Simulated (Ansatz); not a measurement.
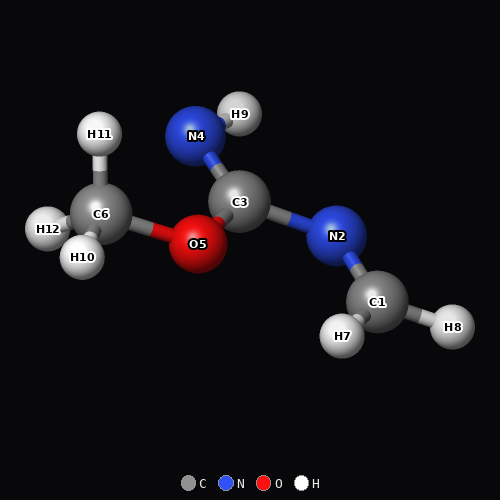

The system is C3H6N2O, SMILES C=NC(=N)OC; the picture shows the reference structure. Coordinates scanned: (1) bond length C1–N2; (2) dihedral H7–C1–N2–C3. Nothing is relaxed (all other coordinates rigid). Grid: 11 × 10 points. Energies are in kJ/mol, from the relaxed molecule at the same level. Energies and slopes of some neighbouring points disagree (a jump in structure or state, or too coarse a mesh). The dihedral twists a double bond; near 90° a spin-restricted reference is unreliable. Method: RHF/def2-SVP in Ansatz 0.2.0.

Its coordinates:

```xyz
12

C    -0.0092   -2.0257   -0.9946
N    -0.7971   -1.5004   -0.1756
C    -0.5587   -0.2000    0.3061
N    -1.3103    0.3643    1.1254
O     0.5304    0.3821   -0.1792
C     0.8420    1.6839    0.2508
H     0.8813   -1.5328   -1.3774
H    -0.2207   -3.0313   -1.3480
H    -2.0738   -0.2424    1.3656
H     1.7566    1.9637   -0.2642
H     0.0414    2.3757   -0.0027
H     0.9951    1.7078    1.3278
```

Range: bond length C1–N2 from 1.052 to 1.628 Å; dihedral H7–C1–N2–C3 from −180 to 144°.

Q: What landscape does the calculation give?

A: The lowest grid point is at bond length C1–N2 = 1.224 Å, dihedral H7–C1–N2–C3 = 0°, 3.5 kJ/mol from the relaxed molecule at the same level. Other grid points that lie below all their neighbours: bond length C1–N2 = 1.224 Å, dihedral H7–C1–N2–C3 = −180° (4.1 kJ/mol higher). The highest grid point, bond length C1–N2 = 1.052 Å, dihedral H7–C1–N2–C3 = −108°, lies 435 kJ/mol above the lowest.

```tsv
dihedral H7–C1–N2–C3 ↓, bond length C1–N2 →	1.052	1.109	1.167	1.224	1.282	1.340	1.397	1.455	1.512	1.570	1.628
144	315	174	94	60	58	80	118	167	223	283	345
108	439	297	215	178	173	191	224	268	318	371	424
72	438	296	214	177	171	189	222	266	315	369	422
36	311	171	91	57	55	77	114	164	219	279	342
0	254	115	36	3	4	27	67	119	177	240	305
−36	311	171	91	57	55	77	114	163	219	279	341
−72	438	296	214	177	171	189	222	266	315	368	422
−108	439	297	215	179	173	191	224	268	318	371	424
−144	315	174	94	60	59	80	118	167	223	283	346
−180	259	119	40	8	8	32	71	123	181	244	309
```

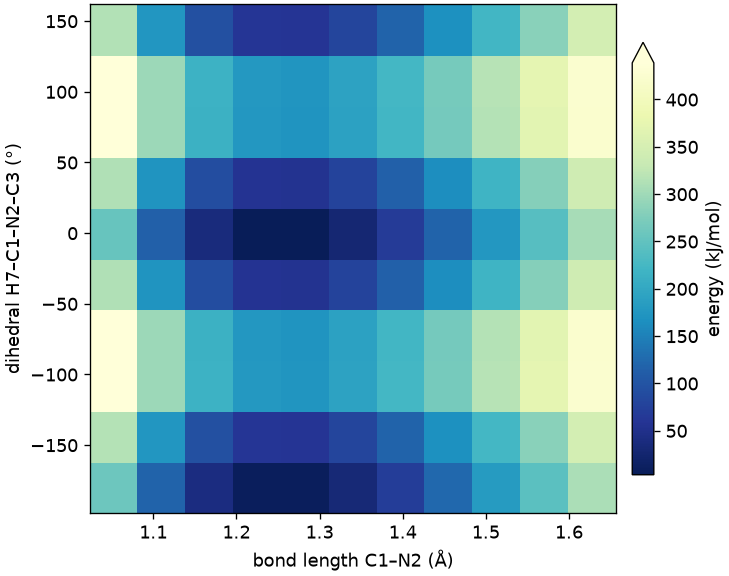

Drawn: one coloured cell a grid point, one colour for all values above the top of the scale.

The whole map (110 points run) took 9 min on 1 thread of Intel(R) Xeon(R) Platinum 8259CL CPU @ 2.50GHz (Skylake/Cascade Lake), on a shared host.
